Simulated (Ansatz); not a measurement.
The reference is Sn in the diamond structure (space group Fd-3m, No. 227; a = 6.568 Å).

Structures relaxed with r2SCAN (Ansatz, an electronic-structure program), scalar-relativistic without spin-orbit coupling, earlier PAW set.

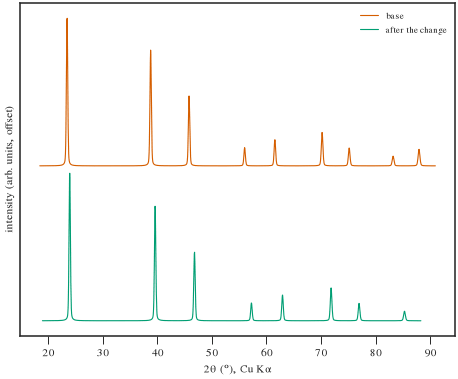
Simulated powder patterns before (top) and after one change

Task: Name the change that was made.
A. pressure 50 GPa
B. pressure −2 GPa
C. pressure 30 GPa
D. pressure 3 GPa

Result: D, pressure 3 GPa. Its volume per atom is 33.34 Å³ against 35.42 Å³, and its space group is Fd-3m (No. 227).

Load acts through the strain it causes; cell and atoms are relaxed under it. Stability against distortions was not tested. Tetrahedral semiconductors of this kind turn to denser phases somewhere between about 1 and 50 GPa; those were not computed, so compressed cells here can lie past the real transition.
